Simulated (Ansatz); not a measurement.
# doublet [CH5BO2]+ at 6 levels

Wanted: a comparison of 6 runs (UHF/cc-pVDZ, UB3LYP/6-31G*, UCAM-B3LYP/cc-pVDZ, RPA@PBE/cc-pVDZ, UCCSD(T)/cc-pVDZ) of doublet [CH5BO2]+. 

The calculation is run with Ansatz 0.2.0.

83 further runs of the same task are left out: 83 set aside as unsound or not needed. Runs told in other sessions of the task aren't counted.

## Step 1: The structure to begin with

[CH5BO2]+: 9 atoms, total charge +1, spin state doublet. As SMILES of the parent species, `COBO`. Geometry: relaxed at PBE0-D4/def2-TZVP. This is one conformer, not always the lowest. That shape belongs to the parent species and isn't relaxed for this state.

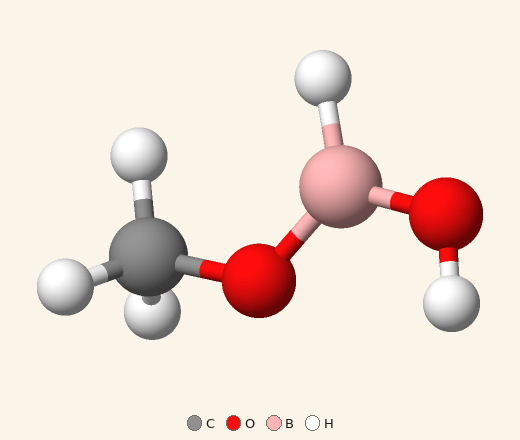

The structure, seen from a chosen angle (carbon grey, oxygen red, boron pink, hydrogen white).

## Step 2: The energy at UHF/cc-pVDZ (run 1)

Contents of job.yaml:

```yaml
crystal:
  periodic: [false, false, false]
  atoms:
    - {symbol: C, position_ang: [0.281800, 0.801900, -1.057400]}
    - {symbol: O, position_ang: [-0.113500, 0.454800, 0.251000]}
    - {symbol: B, position_ang: [-0.134900, -0.834100, 0.671600]}
    - {symbol: O, position_ang: [-0.524600, -1.118500, 1.938500]}
    - {symbol: H, position_ang: [0.568100, -0.079800, -1.637600]}
    - {symbol: H, position_ang: [1.131400, 1.486400, -1.006200]}
    - {symbol: H, position_ang: [-0.544800, 1.307500, -1.561700]}
    - {symbol: H, position_ang: [0.183900, -1.738400, -0.047600]}
    - {symbol: H, position_ang: [-0.758900, -0.326300, 2.432200]}
basis:
  gaussian: {orbitals: cc-pVDZ}
total_charge: 1
output: {orbitals: {seedname: orbitals}}
magnetization: {spin_polarized: true, initial_magnetization: 1}
accuracy: high
hamiltonian: {xc: hf}
```

On the command line:

```bash
ansatz run job.yaml --threads 1 --pin off --max-ram 2610MiB --events-out events.jsonl --progress --plain --runs-dir runs
```

Output:

```text
Warning: RAYON_NUM_THREADS=1 ignored (pool sized by the plan → 1); use --threads N
Functional definition: HF
  name "HF"
  exchange = exact_x
  correlation = 0
1901 factors; integrals over basis functions are off by at most 5.7e-9 eV
mean field evaluation 1: about -5840.8628 eV, gradient 3.8e1 eV
mean field evaluation 2: about -5840.9964 eV, gradient 3.8e1 eV
mean field evaluation 4: about -5847.4203 eV, gradient 4.2e0 eV
mean field evaluation 8: about -5848.2228 eV, gradient 4.6e-1 eV
mean field evaluation 16: about -5848.2359 eV, gradient 5.4e-6 eV
mean field evaluation 32: about -5848.1493 eV, gradient 5.4e-1 eV
mean field evaluation 64: about -5847.6402 eV, gradient 6.2e-1 eV
mean field evaluation 96: about -5847.6930 eV, gradient 5.7e-1 eV
mean field -5848.23592614 eV, -214.9187062089 hartree, gradient 4.5e-8 eV, S^2 0.771996; 2 other end points of the search recorded, 0 dependent functions left out
reference -5848.23592614 eV, -214.9187062089 hartree; 16, 15 occupied and 65, 66 virtual orbitals, 1901 factors
Total energy: -5848.23592614 eV, -214.9187062089 hartree
```

Wall time 5.1 s (1 thread of Arm Neoverse V1, shared host); peak memory 0.28 GiB.

## Step 3: A single-point energy at UB3LYP/6-31G(d) (spherical functions) (run 2)

Edit job.yaml of step 2 so:

```diff
@@ -13,7 +13,11 @@
 basis:
-  gaussian: {orbitals: cc-pVDZ}
+  gaussian:
+    orbitals: 6-31G_st_-spherical.json
 total_charge: 1
+magnetization:
+  spin_polarized: true
+  initial_magnetization: 1
+hamiltonian:
+  xc: {name: B3LYP}
+accuracy: high
 output: {orbitals: {seedname: orbitals}}
-magnetization: {spin_polarized: true, initial_magnetization: 1}
-accuracy: high
-hamiltonian: {xc: hf}
```

The basis set 6-31G* is read from a file made from the Basis Set Exchange's data (not shown).

On the command line:

```bash
ansatz run job.yaml --threads 1 --pin off --max-ram 2610MiB --events-out events.jsonl --progress --plain --runs-dir runs
```

Output:

```text
Warning: RAYON_NUM_THREADS=1 ignored (pool sized by the plan → 1); use --threads N
Functional definition: B3LYP
  name "B3LYP"
  parameter a0 = 0.2
  parameter ax = 0.72
  parameter ac = 0.81
  exchange = (1 - a0 - ax)*slater_x + ax*b88_x + a0*exact_x
  correlation = (1 - ac)*vwn_rpa_c + ac*lyp_c
1567 factors; integrals over basis functions are off by at most 3.6e-9 eV
mean field evaluation 1: about -5864.1443 eV, gradient 6.2e1 eV
mean field evaluation 2: about -5833.0692 eV, gradient 1.1e2 eV
mean field evaluation 4: about -5878.3597 eV, gradient 2.0e1 eV
mean field evaluation 8: about -5880.2013 eV, gradient 8.0e-1 eV
mean field evaluation 16: about -5880.4047 eV, gradient 5.5e-3 eV
mean field evaluation 32: about -5880.4047 eV, gradient 6.8e-7 eV
mean field -5880.40469880 eV, -216.1008867993 hartree, gradient 4.6e-8 eV, S^2 0.763137; 2 other end points of the search recorded, 0 dependent functions left out
reference -5880.40473053 eV, -216.1008879654 hartree; 16, 15 occupied and 50, 51 virtual orbitals, 1567 factors
Total energy: -5880.40473053 eV, -216.1008879654 hartree
```

It took 14 s on 1 thread of Arm Neoverse V1, shared host; peak memory 0.26 GiB.

Runs 3 to 5 aren't shown in full; the table further down has their settings and results.

## Step 4: A single-point energy at UCCSD(T)/cc-pVDZ (run 6)

Contents of run.yaml:

```yaml
crystal:
  periodic: [false, false, false]
  atoms:
    - {symbol: C, position_ang: [0.281800, 0.801900, -1.057400]}
    - {symbol: O, position_ang: [-0.113500, 0.454800, 0.251000]}
    - {symbol: B, position_ang: [-0.134900, -0.834100, 0.671600]}
    - {symbol: O, position_ang: [-0.524600, -1.118500, 1.938500]}
    - {symbol: H, position_ang: [0.568100, -0.079800, -1.637600]}
    - {symbol: H, position_ang: [1.131400, 1.486400, -1.006200]}
    - {symbol: H, position_ang: [-0.544800, 1.307500, -1.561700]}
    - {symbol: H, position_ang: [0.183900, -1.738400, -0.047600]}
    - {symbol: H, position_ang: [-0.758900, -0.326300, 2.432200]}
basis:
  gaussian:
    orbitals: cc-pVDZ
total_charge: 1
magnetization:
  spin_polarized: true
  initial_magnetization: 1
correlation:
  method: ccsd_t
  frozen_orbitals: {B: 1, C: 1, H: 0, O: 1}
accuracy: high
scf:
  omitted_lower_state_checks: [cluster_reference, increment]
```

On the command line:

```bash
ansatz run run.yaml --threads 1 --pin off --max-ram 2610MiB --events-out events.jsonl --progress --plain --runs-dir runs
```

Output (excerpt; [...] marks lines left out):

```text
Warning: RAYON_NUM_THREADS=1 ignored (pool sized by the plan → 1); use --threads N
Functional definition: HF
  name "HF"
[...]
1901 factors; integrals over basis functions are off by at most 5.7e-9 eV
[...]
mean field -5848.23592614 eV, -214.9187062089 hartree, gradient 4.5e-8 eV, S^2 0.771996; 7 other end points of the search recorded, 0 dependent functions left out
4 core orbitals not correlated: weight in the atoms' cores, before any rotation towards them, 1.000 or more for the frozen orbitals, at most 0.000 for the correlated occupied ones
reference -5848.23592614 eV, -214.9187062089 hartree; 12, 11 occupied and 65, 66 virtual orbitals, 1901 factors
second order -15.15268871 eV of doubles, -0.00000000 eV of singles
cycle   1  -15.74769145 eV  change   -6.0e-1 eV  update   1.2e-1
[...]
cycle  37  -16.50407839 eV  change    1.6e-9 eV  update   2.2e-9
perturbative correction -0.47102437 eV, -0.0173098264 hartree
Total energy: -5865.21102890 eV, -215.5425297291 hartree
Checks for a lower state left out: cluster_reference, increment
```

It took 81 s on 1 thread of Arm Neoverse V1, shared host; peak memory 0.88 GiB.

## Step 5: Overview of the runs

| run | level | Cartesian functions | frozen core orbitals | energy (Eh) | HOMO energy (eV) | LUMO energy (eV) | ⟨S²⟩ | wall time |
| --- | --- | --- | --- | --- | --- | --- | --- | --- |
| 1 | UHF/cc-pVDZ | no | – | -214.918706 | -19.74 | -8.12 | 0.772 | 5.1 s |
| 2 | UB3LYP/6-31G* (spherical functions) | no | – | -216.100888 | -15.79 | -13.48 | 0.763 | 14 s |
| 3 | UB3LYP/6-31G* (Cartesian functions) | yes | – | -216.104168 | -15.79 | -13.48 | 0.763 | 14 s |
| 4 | UCAM-B3LYP/cc-pVDZ | no | – | -216.014578 | -17.55 | -12.18 | 0.767 | 18 s |
| 5 | RPA@PBE/cc-pVDZ | no | 4 | -215.813800 | – | – | 0.755 | 31 s |
| 6 | UCCSD(T)/cc-pVDZ | no | 4 | -215.542530 | – | – | 0.772 | 81 s |

## Step 6: Results

| quantity | value |
| --- | --- |
| run 6: total energy | -215.54253 Eh |
| run 6: correlation energy (4 core orbitals frozen) | -623.8 mEh |
| run 6: (T) correction | -17.31 mEh |
| run 6: ⟨S²⟩ of the reference determinant | 0.772 |
| run 6: T1 diagnostic | 0.042 |

**Reading.** Totals of different functionals can't be ranked against each other. All runs together took 2.7 min, the longest 81 s.
